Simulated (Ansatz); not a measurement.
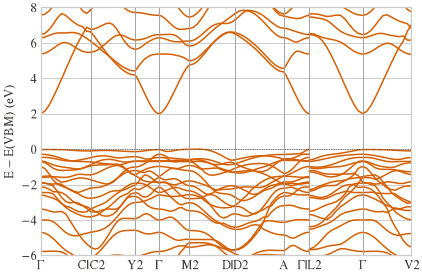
*Band structure from plane-wave PAW PBE (Ansatz code)*

Problem. Read off the gap and where the band edges lie.

Solution. About 2.0 eV (2.01 eV by a search for the band edges); maximum on the M2–D line, 19 % of the way from M2, minimum at Γ.

The material is Ga2O3 in space group C2/m (No. 12; Pearson symbol mS20).

Symmetry was held in the PBE relaxation. Scalar-relativistic: spin–orbit coupling is off unless named, which matters more the heavier the elements.

Potentials: the later of the program's two PAW sets.
